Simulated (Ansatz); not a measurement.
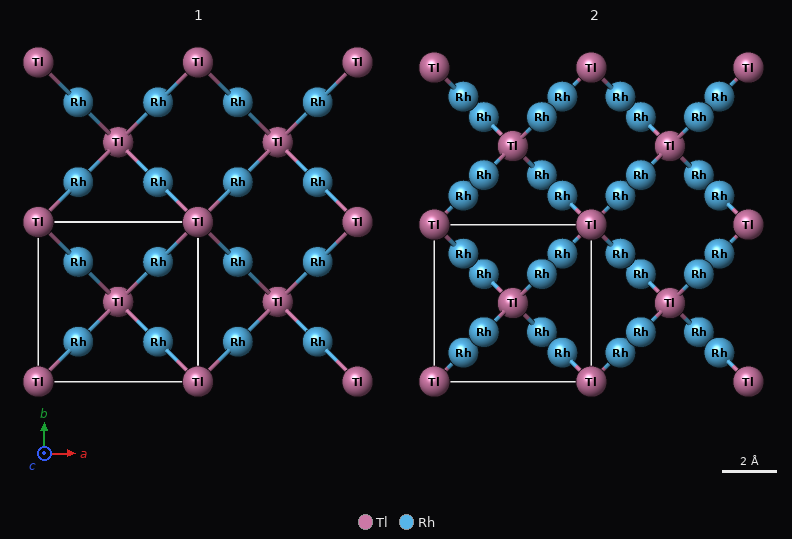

Two geometries of crystalline TlRh4 (a generated structure, set up in I-43m) (coarse preliminary run), drawn at one scale. One is the start of a relaxation, the other its converged end. A ball-and-stick model of the conventional cell (2 times the calculation's cell), repeated 2 × 2 × 1 with one cell outlined, seen along the c axis. Lengths and directions refer to the drawn axes.

Level of theory: Ansatz, DFT PBE, scalar-relativistic, plane waves, PAW. (plane-wave cutoff 420 eV; k-point mesh 4 × 4 × 4; occupations gaussian; smearing width 0.1 eV; no spin polarisation; cell and atoms relaxed; force threshold 0.04 eV/Å; at most 70 steps)

Which geometry has the lower energy?

Structure 1 is the relaxed one. The largest moves relative to the cell, 0.67 Å, are those of Rh atoms. Tl stays in place. Cell: a = b = c 5.826 → 5.921 Å (+1.6 %). Volume +5.0 %. Near-neighbour distances that change, for instance: Rh–Tl 1.864 → 2.564 Å, Rh–Tl 3.181 → 2.564 Å. New bonds form: Rh–Tl (3.18 → 2.56 Å). The space group (tolerance 0.01 Å) goes from I-43m (No. 217) to Im-3m (No. 229). The energy falls by 6281 meV per atom in 5 accepted moves (6 points after the start). Largest force component: 20 eV/Å at the start, 0.00039 eV/Å at the end. The pressure goes from 127.20 to −0.19 GPa. At 1 point the geometry stayed and the basis and grid were re-selected for the new cell (energy shift of 0.5 meV per atom at most each time).
